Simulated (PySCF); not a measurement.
Input

```
{"job": {"kind": "uv", "xc": "CAM-B3LYP", "basis": "def2-SVPD", "nstates": 8, "ntriplets": 3}, "charge": 0, "multiplicity": 1}
C     -3.011291    -0.103761    -0.399444
C     -1.592792    -0.001884    -0.183358
C     -0.402221     0.069120    -0.012148
C      0.984244     0.193340     0.210274
C      1.383632     1.389589     0.863667
N      1.671976     2.364359     1.390600
C      1.883658    -0.746555    -0.163748
C      3.260536    -0.612280     0.062315
N      4.391630    -0.524652     0.236038
H     -3.355845     0.750429    -0.982086
H     -3.248532    -1.021932    -0.935883
H     -3.529373    -0.105206     0.559460
H      1.559991    -1.650080    -0.663416
```

Command:

```sh
OMP_NUM_THREADS=1 python probes_run.py task.json out
```

Geometry: GFN2-xTB.

Level of theory: PySCF, CAM-B3LYP/def2-SVPD, SCF density, gas phase.

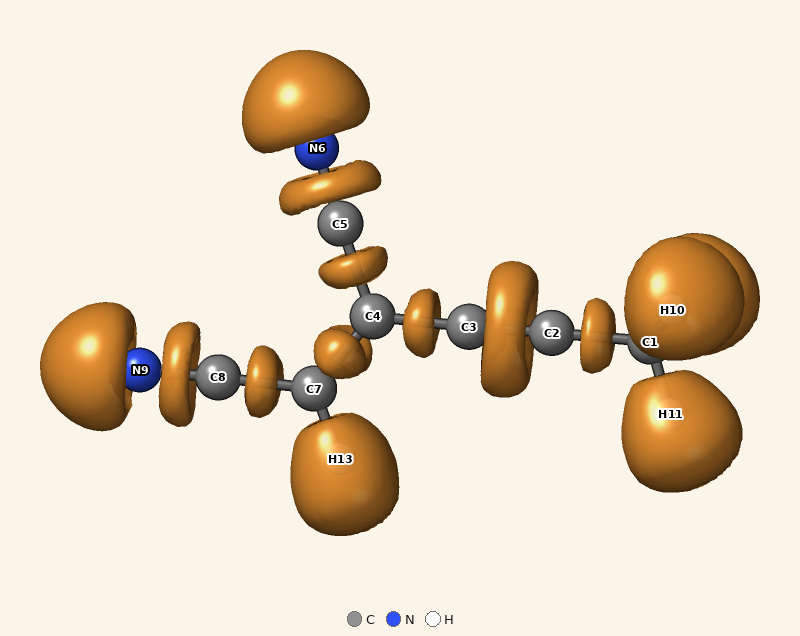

C₇H₄N₂. Isosurface of the ELF at 0.8 (orange), seen across its widest extent. Only the valence region is drawn (cores and ρ < 0.01 e/Å³ removed).

Question: What do the ELF domains correspond to?

Answer: At this value the surface marks out six regions between bonded C–C atoms (shared pairs), two regions between bonded C–N atoms (shared pairs), four regions around hydrogen nuclei and two lobes on N, pointing away from the bonds (lone pairs). Profiles from the grid: C–N (1.14 Å): the ELF peaks at about 0.85 between the atoms; a short, multiple covalent bond. C–C (1.20 Å): the ELF peaks at about 0.85 between the atoms: a short, multiple covalent bond.
